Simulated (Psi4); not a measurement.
**PBE0/aug-cc-pVDZ run of B2O2 (diboron dioxide)**

Aim: the vertical singlet–triplet gap of B2O2 (diboron dioxide) at PBE0/aug-cc-pVDZ, from 2 runs. 

The calculation is run with Psi4 1.11.

6 further runs of the same task are left out: 6 that didn't finish.

**1. Starting point**

The species is B2O2 (4 atoms), meant as a singlet with charge 0. As SMILES, `O=BB=O`. Geometry: relaxed at PBE0-D4/def2-TZVP.

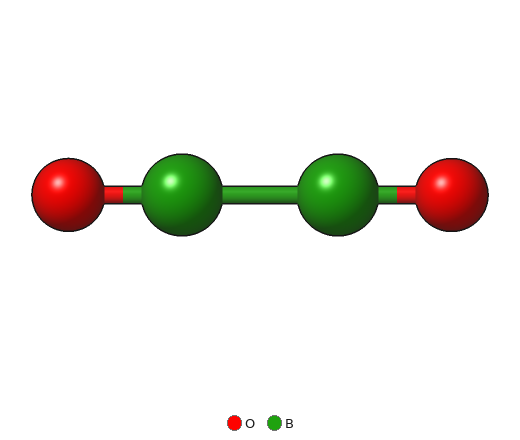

Viewed from a chosen angle; oxygen red, boron green.

**2. A single-point energy at PBE0/aug-cc-pVDZ**

Input file b2o2.py:

```python
import psi4

psi4.set_memory(2200000000)
psi4.set_num_threads(1)
psi4.core.set_output_file('psi4.out', False)

mol = psi4.geometry("""
0 1
O     -1.40423659     0.86882048     3.43486069
B     -0.57126421     0.35351107     1.39673437
B      0.57098075    -0.35322761    -1.39692335
O      1.40450115    -0.86912284    -3.43467172
units bohr
symmetry c1
""")

options = {'basis': 'aug-cc-pVDZ', 'reference': 'rks', 'puream': True, 'e_convergence': 1e-09, 'd_convergence': 1e-08, 'scf_type': 'pk', 'dft_radial_points': 99, 'dft_spherical_points': 590}
psi4.set_options(options)

e_tot = psi4.energy('pbe0')
print('E =', round(e_tot, 9))
for k, v in sorted(psi4.core.scalar_variables().items()):
    print(f'{k:45s} {v:18.10f}')
```

Run with:

```sh
$ python b2o2.py
```

psi4.out:

```text
[...]
  Running in c1 symmetry.
[...]
  Nuclear repulsion =   66.762222939504184
[...]
  Multiplicity = 1
[...]
  Nalpha       = 13
  Nbeta        = 13
[...]
    Number of basis functions: 92
[...]
   @RKS iter   1:  -199.71374705140369   -7.92397e-01   9.83508e-03 DIIS/ADIIS
[...]
   @RKS iter  10:  -200.02555211721543   -2.84217e-12   1.10595e-09 DIIS
[...]
    Orbital Energies [Eh]
    ---------------------
    Doubly Occupied:
       1A    -19.267014     2A    -19.267003     3A     -6.866568
       4A     -6.866196     5A     -1.061306     6A     -1.060542
       7A     -0.556618     8A     -0.477348     9A     -0.462768
      10A     -0.426216    11A     -0.426216    12A     -0.404892
      13A     -0.404892
[...]
  @RKS Final Energy:  -200.02555211721543
   => Energetics <=
    Nuclear Repulsion Energy =             66.7622229395041842
    One-Electron Energy =                -404.9130088992947094
    Two-Electron Energy =                 157.1133618837894232
    DFT Exchange-Correlation Energy =     -18.9881280412143134
    Empirical Dispersion Energy =           0.0000000000000000
    VV10 Nonlocal Energy =                  0.0000000000000000
    Total Energy =                       -200.0255521172154261
[...]
 Multipole Moments:
 ------------------------------------------------------------------------------------
     Multipole            Electronic (a.u.)      Nuclear  (a.u.)        Total (a.u.)
 ------------------------------------------------------------------------------------
 L = 1.  Multiply by 2.5417464519 to convert [e a0] to [Debye]
 Dipole X            :         -0.0004081            0.0001644           -0.0002438
 Dipole Y            :          0.0004366           -0.0001757            0.0002609
 Dipole Z            :         -0.0002834            0.0001134           -0.0001700
 Magnitude           :                                                    0.0003954
[...]
```

Standard output:

```text
E = -200.025552117
CURRENT ENERGY                                   -200.0255521172
CURRENT REFERENCE ENERGY                         -200.0255521172
DD SOLVATION ENERGY                                 0.0000000000
DFT FUNCTIONAL TOTAL ENERGY                      -200.0255521172
DFT TOTAL ENERGY                                 -200.0255521172
DFT VV10 ENERGY                                     0.0000000000
DFT XC ENERGY                                     -18.9881280412
GRID ELECTRONS ALPHA                               13.0000000590
GRID ELECTRONS BETA                                13.0000000590
GRID ELECTRONS TOTAL                               26.0000001181
NUCLEAR REPULSION ENERGY                           66.7622229395
ONE-ELECTRON ENERGY                              -404.9130088993
PCM POLARIZATION ENERGY                             0.0000000000
PE ENERGY                                           0.0000000000
SCF ITERATION ENERGY                             -200.0255521172
SCF ITERATIONS                                     10.0000000000
SCF TOTAL ENERGY                                 -200.0255521172
TWO-ELECTRON ENERGY                               157.1133618838
XC GRID RADIAL POINTS                              99.0000000000
XC GRID SPHERICAL POINTS                          590.0000000000
XC GRID TOTAL POINTS                           228219.0000000000
```

Wall time 20 s (1 thread of Intel Xeon at 2.50GHz (Skylake/Cascade Lake), shared host); peak memory 0.91 GiB.

**3. The triplet: energy and forces at UPBE0/aug-cc-pVDZ**

Input file calc.inp:

```
memory 2200 mb

molecule molecule1 {
  0 3
  O     -0.743090     0.459760     1.817650
  B     -0.302300     0.187070     0.739120
  B      0.302150    -0.186920    -0.739220
  O      0.743230    -0.459920    -1.817550
  symmetry c1
  no_reorient
  no_com
}

set basis aug-cc-pVDZ
set reference uks
set puream true
set e_convergence 1e-09
set d_convergence 1e-08
set scf_type pk
set dft_radial_points 99
set dft_spherical_points 590
set maxiter 100

result, w = gradient("pbe0", return_wfn=True)
oeprop(w, "QUADRUPOLE", "LOWDIN_CHARGES", "MULLIKEN_CHARGES")
```

Run with:

```sh
$ psi4 -i calc.inp -o calc.out -n 1
```

calc.out, shortened:

```text
[...]
  Running in c1 symmetry.
[...]
  Nuclear repulsion =   66.762222931000380
[...]
  Multiplicity = 3
[...]
  Nalpha       = 14
  Nbeta        = 12
[...]
    Number of basis functions: 92
[...]
   @UKS iter   1:  -199.63694906724206   -7.15599e-01   6.67619e-03 ADIIS/DIIS
[...]
   @UKS iter  17:  -199.79536853327062   -5.65592e-12   9.63873e-09 DIIS
[...]
   @S^2 Observed:                2.038050422E+00
[...]
  @UKS Final Energy:  -199.79536853327062
   => Energetics <=
    Nuclear Repulsion Energy =             66.7622229310003803
    One-Electron Energy =                -404.2050025468207082
    Two-Electron Energy =                 156.6257806403220059
    DFT Exchange-Correlation Energy =     -18.9783695577722966
    Empirical Dispersion Energy =           0.0000000000000000
    VV10 Nonlocal Energy =                  0.0000000000000000
    Total Energy =                       -199.7953685332706186
[...]
  -Total Gradient:
     Atom            X                  Y                   Z
    ------   -----------------  -----------------  -----------------
       1        0.052784257311    -0.032655945829    -0.129145705259
       2       -0.068758641662     0.042540305179     0.168217110711
       3        0.068786330799    -0.042570776835    -0.168193408769
       4       -0.052811954228     0.032686425966     0.129121998219
[...]
 Multipole Moments:
 ------------------------------------------------------------------------------------
     Multipole            Electronic (a.u.)      Nuclear  (a.u.)        Total (a.u.)
 ------------------------------------------------------------------------------------
 L = 1.  Multiply by 2.5417464519 to convert [e a0] to [Debye]
 Dipole X            :         -0.0008754            0.0006992           -0.0001762
 Dipole Y            :          0.0011873           -0.0010016            0.0001857
 Dipole Z            :         -0.0006297            0.0005669           -0.0000627
 Magnitude           :                                                    0.0002636
 L = 2.  Multiply by 1.3450342976 to convert [e a0^2] to [Debye ang]
 Quadrupole XX       :        -51.4533256           34.8178400          -16.6354856
 Quadrupole XY       :         20.5779627          -21.5438802           -0.9659175
[...]
  Mulliken Charges: (a.u.)
   Center  Symbol    Alpha    Beta     Spin     Total
[...]
```

It took 55 s on 1 thread of Intel Xeon at 2.50GHz (Skylake/Cascade Lake), shared host; peak memory 0.91 GiB.

**4. Summary of results**

Level: PBE0/aug-cc-pVDZ.

```
                                        quantity          value
                           singlet: total energy  -200.02555 Eh
                          singlet: dipole moment         0.00 D
                            singlet: HOMO energy      -11.02 eV
                            singlet: LUMO energy       -2.46 eV
                          singlet: HOMO–LUMO gap        8.55 eV
                           triplet: total energy  -199.79537 Eh
                          triplet: dipole moment         0.00 D
     triplet: HOMO energy (highest over α and β)       -4.71 eV
                                   triplet: ⟨S²⟩          2.038
               triplet: largest force on an atom     9.597 eV/Å
vertical energy of the triplet above the singlet       6.264 eV
```

What this shows: At this shape the triplet lies 6.26 eV (604 kJ/mol) above the singlet.
